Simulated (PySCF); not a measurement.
The calculation's input:

```
{"job": {"kind": "epr", "basis": "pcH-1"}, "charge": 0, "multiplicity": 2}
B     -1.533484     2.412981    -0.576533
C     -0.316796     1.506736    -0.634931
C     -0.195667     0.141899    -0.272655
B      1.201613    -0.504894    -0.569842
C      2.464531    -0.122674     0.284028
C     -1.236543    -0.551042     0.286569
C     -1.150120    -1.971331     0.705871
H     -1.401972     3.544364    -0.857361
H     -2.596640     2.032517    -0.262413
H      0.609679     1.931325    -1.012734
H      1.326939    -1.233784    -1.482259
H      2.964368    -1.016367     0.656738
H      3.199814     0.377435    -0.346860
H      2.258819     0.526007     1.131735
H     -2.179426    -0.056964     0.470595
H     -1.953704    -2.550420     0.247121
H     -0.190659    -2.405717     0.433775
H     -1.279512    -2.053753     1.787501
```

Launched as:

```sh
OMP_NUM_THREADS=1 python probes_run.py task.json out
```

Geometry: GFN2-xTB.

Theory: UKS B3LYP, pcH-1 on B C H, non-relativistic, mean-field spin-orbit, GIAO (PySCF).

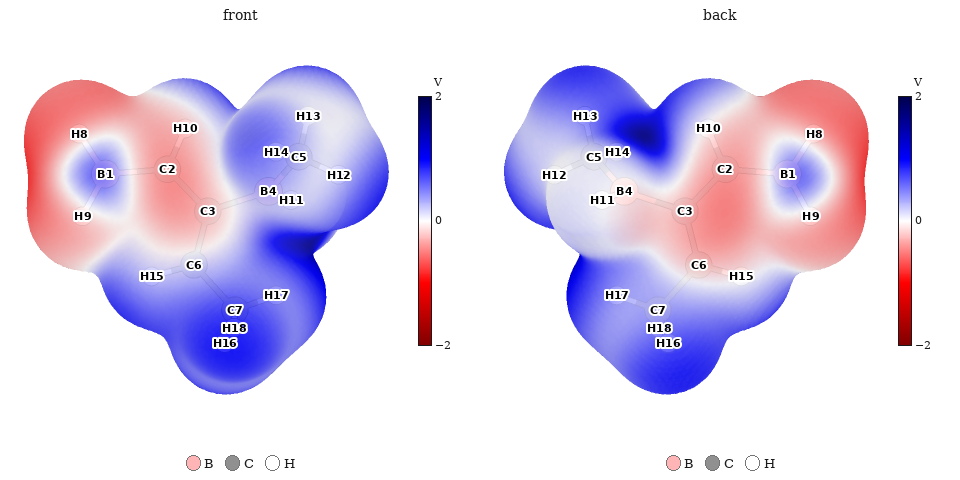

C$_{5}$H$_{11}$B$_{2}$ (doublet). The molecular electrostatic potential painted on the density surface at 0.002 e/bohr³, seen from the front and from behind; the colour scale runs from red (negative) to blue (positive).

Q: Where is the surface potential most negative and most positive?

A: The most negative region (about −0.8 V) lies over H8, the most positive (about +1.5 V) over B4.
